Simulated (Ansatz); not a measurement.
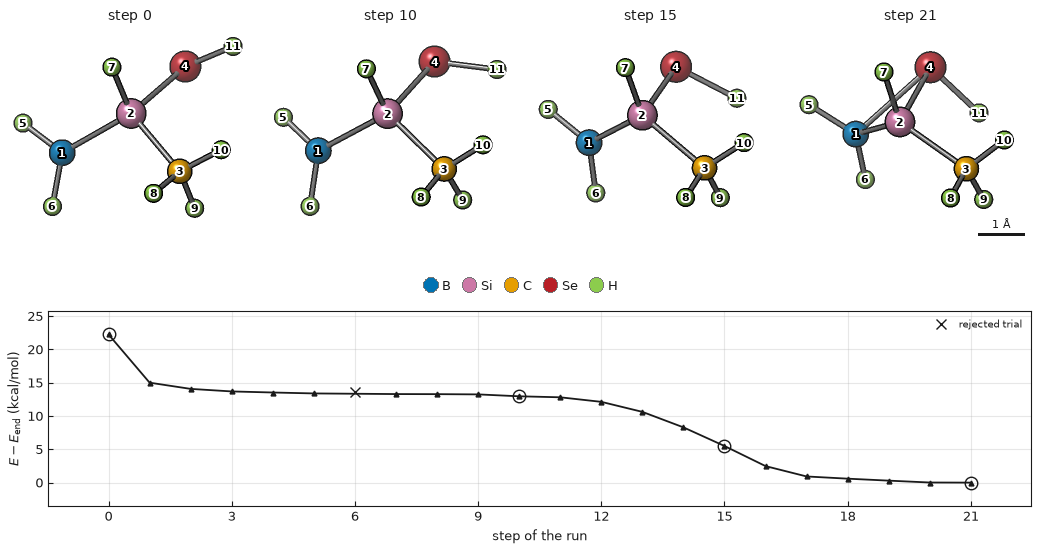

Frames of a relaxation of CH$_{7}$BSeSi (coarse preliminary run), marked on the history of the run. The picture is a ball-and-stick view, seen at a tilt.

The start comes from a force field.

Computed with Ansatz 0.2.0, RKS PBE-D4/def2-SVP.

Input
```yaml
crystal:
  periodic: [false, false, false]
  atoms:
    - {symbol: B, position_ang: [-1.113800, 1.514300, -0.177900]}
    - {symbol: Si, position_ang: [0.094000, 0.118500, -0.516900]}
    - {symbol: C, position_ang: [0.740700, -0.498600, 1.095300]}
    - {symbol: Se, position_ang: [-0.888000, -1.572400, -1.600700]}
    - {symbol: H, position_ang: [-1.702500, 2.077900, -1.115100]}
    - {symbol: H, position_ang: [-1.390600, 1.920100, 0.915200]}
    - {symbol: H, position_ang: [1.230400, 0.619800, -1.344200]}
    - {symbol: H, position_ang: [1.328100, 0.345300, 1.630000]}
    - {symbol: H, position_ang: [-0.056200, -0.859600, 1.779100]}
    - {symbol: H, position_ang: [1.495400, -1.321200, 0.942200]}
    - {symbol: H, position_ang: [0.327900, -2.401100, -1.586400]}
basis:
  gaussian: {orbitals: def2-SVP}
hamiltonian: {xc: pbe, dispersion: d4}
relax: {f_tol: 0.03, max_steps: 200}
```

Run as
```bash
ansatz run in.yaml --threads 4 --pin off --events-out ev --progress --plain --max-ram 10444MiB
```

Q: Describe the path.

A: Over 20 accepted moves (21 points after the start) the energy falls by 22.3 kcal/mol. The largest force component goes from 2.1 to 0.021 eV/Å. The line search rejected the trial step at point 6 of the run. The atom that moves furthest after the best rigid fit is H11 (1.96 Å). By element the largest moves are H 1.96 Å, Se 0.78 Å, Si 0.65 Å, B 0.65 Å, C 0.43 Å. Among the contacts that change: B1–Se4 3.406 → 2.219 Å, Si2–Se4 2.236 → 2.439 Å, B1–Si2 1.877 → 1.965 Å, C3–H8 1.159 → 1.112 Å. Among the angles between lasting bonds that change: B1–Si2–Se4 111.6° → 59.4°, B1–Si2–C3 108.5° → 126.6°, B1–Si2–H7 109.9° → 122.7°. Groups turn about Si2–Se4 by about 80°. From step 0 to 10: H11 moves most (0.62 Å), energy −9.29 kcal/mol. From step 10 to 15: H11 moves most (0.91 Å), energy −7.47 kcal/mol. From step 15 to 21: H11 moves most (0.58 Å), energy −5.50 kcal/mol.

```tsv
step	E − E(0), kcal/mol	largest force component, eV/Å	note
0	0.00	2.0524	
1	-7.24	0.9332	
2	-8.17	0.4095	
3	-8.56	0.1102	
4	-8.72	0.0459	
5	-8.86	0.0794	
6	-8.60	0.5475	rejected
7	-8.95	0.0316	
8	-8.96	0.1563	
9	-9.00	0.1183	
10	-9.29	0.3334	
11	-9.44	0.6251	
12	-10.12	0.6792	
13	-11.62	0.5077	
14	-13.95	0.3185	
15	-16.75	0.2717	
16	-19.77	0.2835	
17	-21.33	0.4877	
18	-21.66	0.3691	
19	-21.95	0.3778	
20	-22.23	0.0685	
21	-22.25	0.0214
```
